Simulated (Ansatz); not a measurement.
**AlGeH₅: basis-set convergence**

How large a basis does AlGeH₅ need? Two functionals are run in growing sets.

Program: Ansatz 0.2.0, Gaussian basis. Level of theory: one geometry, several basis sets. These are calculated values, not measurements.

The runs, in order: PBE0-D4/def2-SVP; ωB97M-V/def2-SVP; PBE0-D4/def2-QZVPP; ωB97M-V/def2-QZVPP; the functionals' def2-TZVPP values are taken from earlier runs.

## (1) The geometry

The geometry comes from an earlier relaxation with PBE0-D4 in a triple-zeta def2 set; it is a stationary point, not always the lowest conformer.

SMILES `[AlH2][GeH3]`, 7 atoms, charge 0, spin multiplicity 1.

Atoms are counted from 1 here; the program's logs count them from 0.

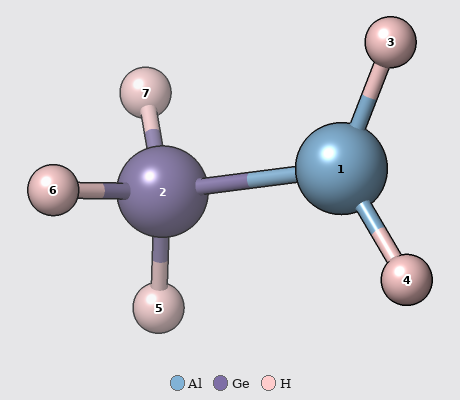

The structure; aluminium light blue, germanium purple, hydrogen pink; atoms are numbered from 1 in the order of the file.

## (2) PBE0-D4 in def2-SVP

in.yaml reads:

```yaml
crystal:
  periodic: [false, false, false]
  atoms:
    - {symbol: Al, position_ang: [-0.310022, -1.404222, 0.123795]}
    - {symbol: Ge, position_ang: [0.252854, 0.995624, -0.122784]}
    - {symbol: H, position_ang: [0.625164, -2.362328, 0.977121]}
    - {symbol: H, position_ang: [-1.622518, -1.993341, -0.547749]}
    - {symbol: H, position_ang: [-0.281015, 1.612459, -1.430138]}
    - {symbol: H, position_ang: [-0.371619, 1.813381, 1.028708]}
    - {symbol: H, position_ang: [1.768456, 1.270328, -0.074553]}
basis:
  gaussian: {orbitals: def2-SVP}
hamiltonian: {xc: pbe0, dispersion: d4}
output: {orbitals: {seedname: orbitals}}
```

On the command line:

```
ansatz run in.yaml --threads 2 --pin off --events-out ev --progress --plain --max-ram 32768MiB --backend cpu
```

The runs that follow: ωB97M-V in def2-SVP; PBE0-D4 in def2-QZVPP; ωB97M-V in def2-QZVPP.

**Question.** What will the summary of the whole plan be? Wanted: PBE0-D4: double and triple zeta above quadruple; ωB97M-V: double and triple zeta above quadruple.

**Answer**, as computed:

```
                                       quantity           value
PBE0-D4: double and triple zeta above quadruple  10.93, 1.44 eV
ωB97M-V: double and triple zeta above quadruple  10.92, 1.41 eV
```

In words: For PBE0-D4 the step from double to triple zeta gains 9.49 eV and the next only 1.44 eV. Total energies overstate the basis error of differences, where much of it tends to cancel.
